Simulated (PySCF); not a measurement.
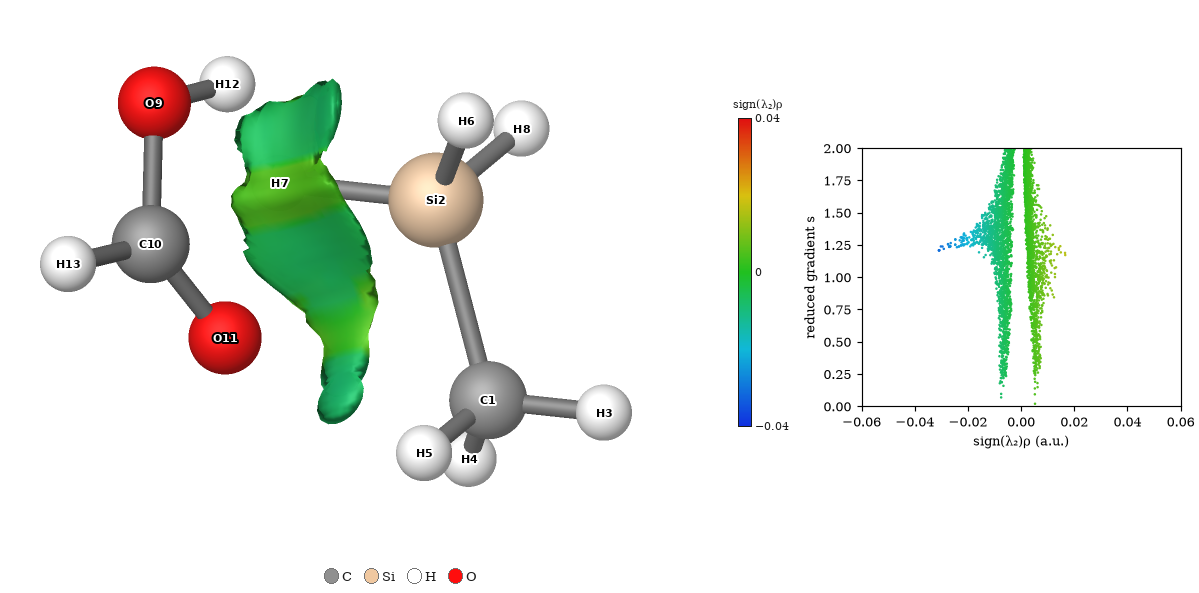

Figure. C2H8O2Si, SMILES `C[SiH3].OC=O`. Non-covalent interaction surfaces between the fragments (reduced density gradient s = 0.5, coloured by sign(λ₂)ρ in a.u.; trimmed to the region between the fragments where ρ is under 0.06 a.u.). Fragment A: SiH6C (atoms 1–8); fragment B: H2CO2. The plot gives s against sign(λ₂)ρ for grid points between the fragments.

Method: CAM-B3LYP/cc-pVDZ; geometry: GFN2-xTB; program: PySCF.

Geometry (Å), atoms numbered from 1:

```
C1      -2.1038   -1.0625   -0.0534
Si2     -1.5392    0.7361    0.0303
H3      -2.6900   -1.2512   -0.9489
H4      -2.7178   -1.3219    0.8050
H5      -1.2479   -1.7294   -0.0658
H6      -0.7315    1.0904   -1.1495
H7      -0.7388    0.9908    1.2363
H8      -2.6922    1.6398    0.0583
O9       2.1978    0.9150   -0.0547
C10      2.1905   -0.3997    0.0202
O11      1.2191   -1.0944    0.0385
H12      1.2875    1.2615   -0.0955
H13      3.2244   -0.7773    0.0641
```

Interpret the surfaces between the fragments.

Bond critical points between the fragments: H5···O11, weak C–H hydrogen bond, 2.55 Å, ρ = 0.008 a.u.; H6···H12, H···H contact, 2.28 Å, ρ = 0.008 a.u.; Si2···O11, 3.31 Å, ρ = 0.006 a.u. All are weak and appear green, as weak hydrogen bonds do. Several contacts close a ring, whose ring point adds a part with positive λ₂ between them. The pose is a local one from a semi-empirical search, not shown to be the most stable.

How strongly are they bound?

The counterpoise-corrected interaction energy of the frozen fragments is −1.3 kcal/mol without dispersion correction and −2.8 kcal/mol with D3(BJ). The pair geometry is semi-empirical, not a minimum at this level.

Cost of the run: 42 s on 1 thread of Arm Neoverse V2 (shared host), peak memory 0.59 GiB.
